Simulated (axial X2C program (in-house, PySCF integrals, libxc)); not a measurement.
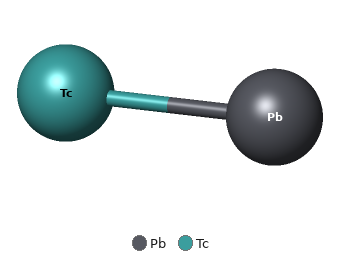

The molecule at the reference distance of 2.815 Å.

**Run report: PbTc⁺, relativistic diatomic calculation**

System: PbTc⁺, single determinant with Ω = 3.
Method: PBE0, two-component X2C with atomic mean-field Coulomb and Gaunt terms, Pb dyall-v2z, Tc dyall-v2z (cores contracted) (axial X2C program (in-house, PySCF integrals, libxc)).

**Output**
```
two-component X2C + atomic mean field  PBE0
basis functions 215  fitting functions 1286  grid points 5804
iter        total energy     max residual
   1     -25175.144679258     2.66e-06
   2     -25175.144679258     2.25e-06
converged
one-electron -35760.46798876  Coulomb 10468.93755452  exact exchange -129.06867307  xc functional -395.12299612  nuclear repulsion 662.83440345  atomic mean-field constant -22.25697928
```

**The points of the curve**

```
R (Å)    E (hartree)  dipole (D; origin at the first atom, positive when the second is positive)  highest filled (eV)  lowest empty (eV)
2.562  −25175.137097                                                                        7.57               −10.77              −8.41
2.646  −25175.141830                                                                        7.73               −10.65              −8.28
2.731  −25175.144115                                                                        7.89               −10.54              −8.16
2.815  −25175.144679                                                                        8.07               −10.42              −8.06
2.913  −25175.143862                                                                        8.29               −10.31              −7.96
3.012  −25175.142047                                                                        8.53               −10.21              −7.87
```

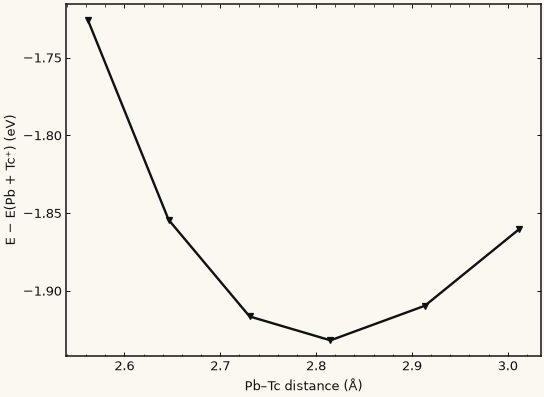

Energy at 6 bond lengths, for one set of occupations held fixed; the line joins the points. A polynomial of degree 4 through 6 points gives rₑ = 2.807 Å, ωₑ = 137.3 cm⁻¹, ωₑxₑ = 0.60 cm⁻¹ and Bₑ = 0.03191 cm⁻¹. The minimum lies 1.93 eV below Pb + Tc⁺, each computed as one determinant at the same level.

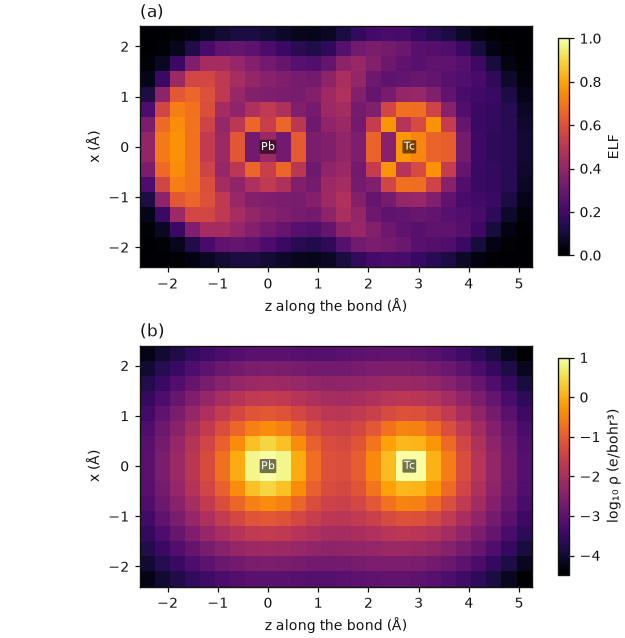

(a) electron localisation function; (b) electron density on a logarithmic scale, in a plane that holds the axis, at 2.81 Å, on points 0.3 Å apart (one half computed, the other mirrored); the structure near the nuclei is finer than these points.

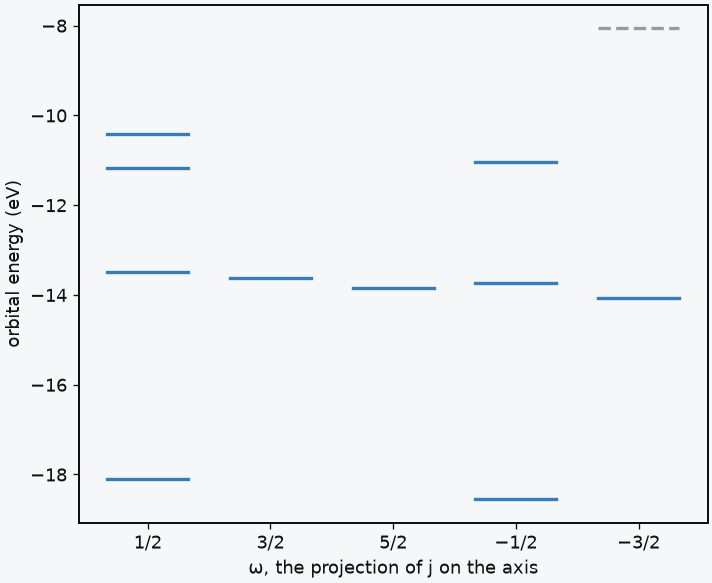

Orbital energies near the frontier at 2.81 Å, filled (solid) and empty (dashed). The highest filled spinor (1/2; 42 % Pb p, 40 % Tc d) lies at −10.42 eV, the lowest empty one (−3/2; 56 % Tc d, 40 % Pb p) at −8.06 eV.

**Input file**
```
{"zs": [82, 43], "q": 1, "bas": ["dyall-v2z", "dyall-v2z"], "levels": ["PBE0", "HF", "LDA", "B3LYP"], "cc": false, "r0": 2.72, "npts": 10, "nst": 2, "ntry": 6}
```

The line is the task of a batch: nuclear charges, charge, bases, the levels to run, a first guess of the distance and further settings. This report covers PBE0 with spin-orbit coupling. The log is that of the reference distance 2.815 Å, started from orbitals converged before.

Launched within a batch (the task file carries these settings):
```bash
python <driver script> task.json out
```

**Key numbers**

```tsv
quantity	value
outcome	converged
bond length rₑ	2.807 Å
ωₑ	137.3 cm⁻¹
energy at the minimum	−25175.14468 hartree
depth below the fragments	1.93 eV
hardware	1 CPU thread, shared host
wall time	14 s
```

**Remarks**

Limits: 6 of the 10 points asked for were kept.
